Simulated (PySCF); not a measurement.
C3H7AlN2 (SMILES C=[N][AlH2-][N+]#CC)

```yaml
atoms:
  - { symbol: C, position_ang: [-2.8936, 0.4608, -0.3881] }
  - { symbol: N, position_ang: [-1.9501, -0.3362, -0.5364] }
  - { symbol: Al, position_ang: [-0.7574, -1.6577, -0.7493] }
  - { symbol: N, position_ang: [0.8476, -0.4636, -0.8035] }
  - { symbol: C, position_ang: [1.5957, 0.2190, -0.2672] }
  - { symbol: C, position_ang: [2.5361, 1.0706, 0.3808] }
  - { symbol: H, position_ang: [-3.0286, 1.0577, 0.5250] }
  - { symbol: H, position_ang: [-3.6548, 0.6368, -1.1593] }
  - { symbol: H, position_ang: [-0.6981, -2.4424, -2.0845] }
  - { symbol: H, position_ang: [-0.3254, -2.4066, 0.5549] }
  - { symbol: H, position_ang: [3.0270, 1.7089, -0.3539] }
  - { symbol: H, position_ang: [2.0144, 1.6898, 1.1104] }
  - { symbol: H, position_ang: [3.2829, 0.4632, 0.8922] }
```

Geometry: GFN2-xTB.

The calculation used PBE0/pcSseg-1, SCF density, gas phase, non-relativistic (PySCF 2.14.0).

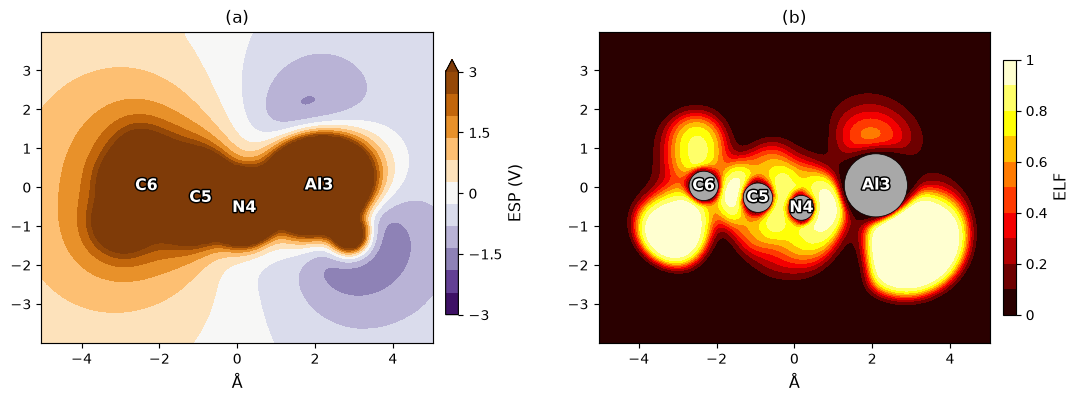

Figure 1. (a) molecular electrostatic potential; (b) electron localisation function on the plane of atoms Al3, N4 and C5. Grey discs cover the atomic cores in the ELF map.

Q: What does the map show?

A:
- The section cuts through Al, N and C sites.
- C–N (1.15 Å): the ELF peaks at about 0.85 between the atoms (a short, multiple covalent bond).
- C–C (1.42 Å): the ELF peaks at about 0.95 between the atoms; localised, covalent bonding.
- Al–N (2.00 Å): the ELF peaks at about 0.95 in the valence shell of N, 0.7 Å from its nucleus, and is about 0.60 at the midpoint.
- Outside the dense part of the molecule the potential is most negative (−1.7 V) near H9, which lies off the plane.

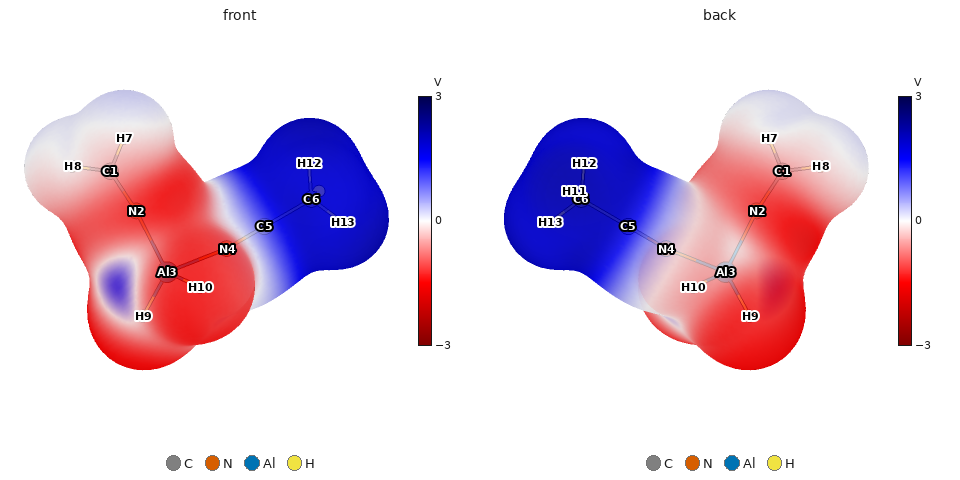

Figure 2. The electrostatic potential painted on the density surface at 0.002 e/bohr³, seen from the front and from behind; red is negative and blue positive.

Q: Where is the surface potential most negative and most positive?

A: The most negative region (about −1.6 V, or −37 kcal/mol for a unit charge) lies over N2 and H9, the most positive (about +2.2 V, or +51 kcal/mol for a unit charge) over H11 and H13.
